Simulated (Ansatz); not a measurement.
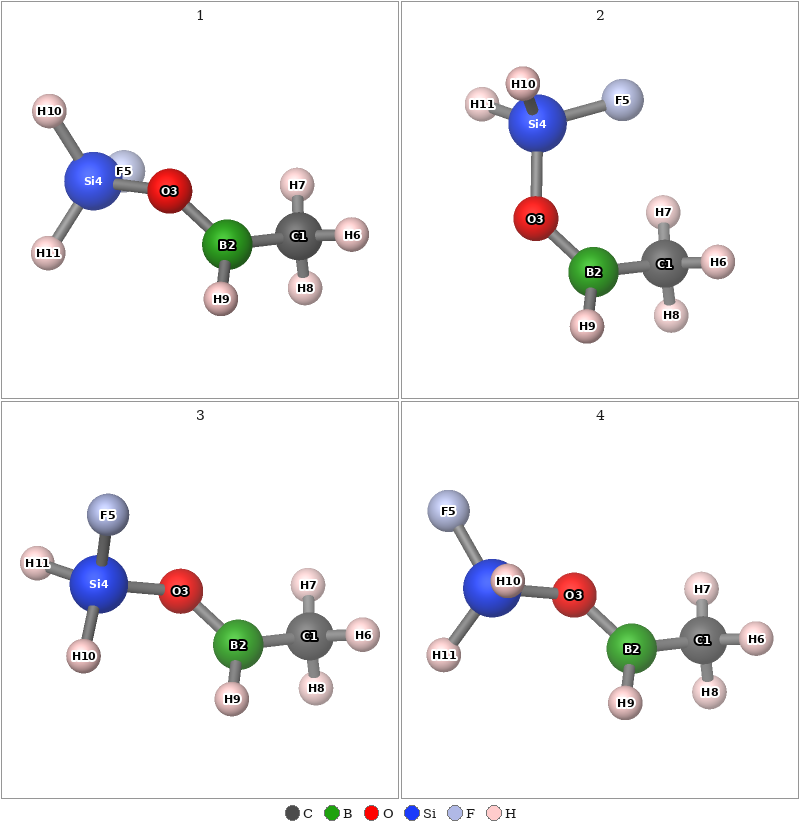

CH₆BFOSi, SMILES CBO[SiH2]F. The first coordinate is: dihedral B2–O3–Si4–F5; the second: dihedral C1–B2–O3–Si4. Nothing is relaxed (all other coordinates rigid). Grid: 15 × 15 points. Points are written as (first, second). All energies are given in kJ/mol relative to the lowest grid point. Computed with Ansatz 0.2.0, RKS r2SCAN-D4/def2-SVP.

The numbered pictures are structures from this grid.

**Rank them by energy, lowest first.**

3, at (108°, −180°): 0.0 kJ/mol; 4, at (−180°, −180°): 4.0 kJ/mol; 2, at (12°, −36°): 14.2 kJ/mol; 1, at (−60°, 84°): 19.2 kJ/mol.

The map, with the structures marked:

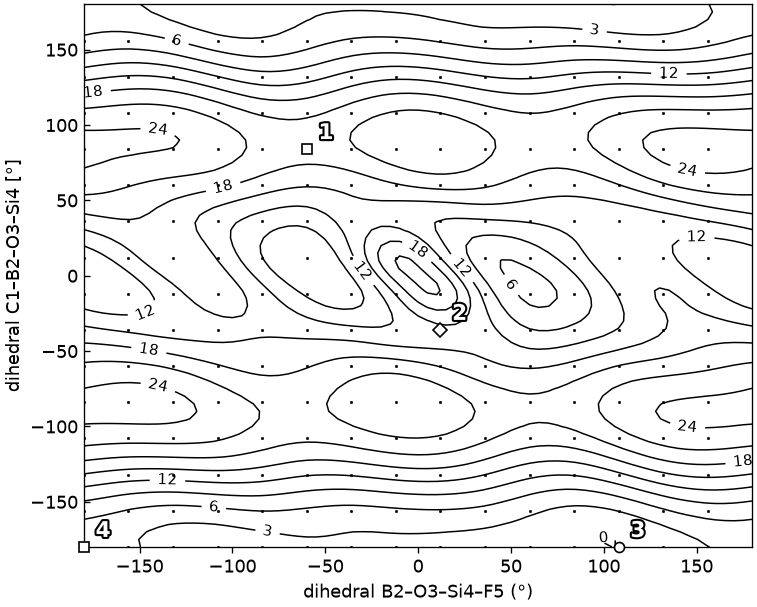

The picture shows contour lines labelled in kJ/mol, dots at the grid points. Between grid points the surface is interpolated.
